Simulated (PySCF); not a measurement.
Consider C4H7OSi (doublet).

```tsv
atom	x (Å)	y (Å)	z (Å)
C	1.4725	2.6853	-0.9917
C	1.3278	1.5617	-0.5969
Si	1.1796	-0.1579	0.1339
O	1.0400	-0.0906	1.7505
C	-0.4602	-0.8989	-0.4855
C	-1.6820	-0.0598	-0.1297
H	2.3791	-0.9015	-0.2636
H	1.6832	0.3315	2.3131
H	-0.5707	-1.8966	-0.0578
H	-0.4085	-1.0233	-1.5678
H	-2.5918	-0.5322	-0.4980
H	-1.6067	0.9308	-0.5728
H	-1.7667	0.0520	0.9485
```

Geometry: GFN2-xTB.

Computed with UKS B3LYP, pcH-1 on C H O Si, non-relativistic, mean-field spin-orbit, GIAO in PySCF 2.14.0, density-fitted response routines.

**What will maps of the electron density, electron localisation function and spin density show?**

C–C (1.20 Å): the density is about 2.7 e/Å³ at the midpoint; the ELF peaks at about 0.85 between the atoms; a multiple bond.
C–Si (1.87 Å): the density is about 0.88 e/Å³ at the midpoint; the ELF peaks at about 0.95 between the atoms, as expected for a shared electron pair.
C–H (1.09 Å): ρ at the midpoint is about 2 e/Å³; the ELF climbs to about 1 towards the hydrogen, as it does in any bond to H: a covalent bond by its length.
The unpaired spin (1 electron) lies mostly on C1 (about 1.0), in electrons by Hirshfeld's partition.

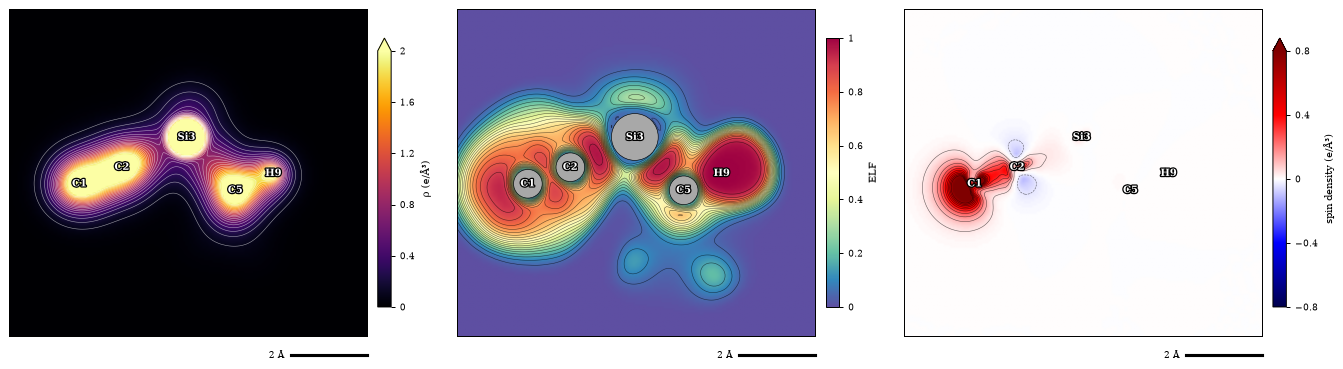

Computed electron density, electron localisation function and spin density on the plane of atoms C2, Si3 and C5, in this order. Grey discs cover the atomic cores in the ELF map. 
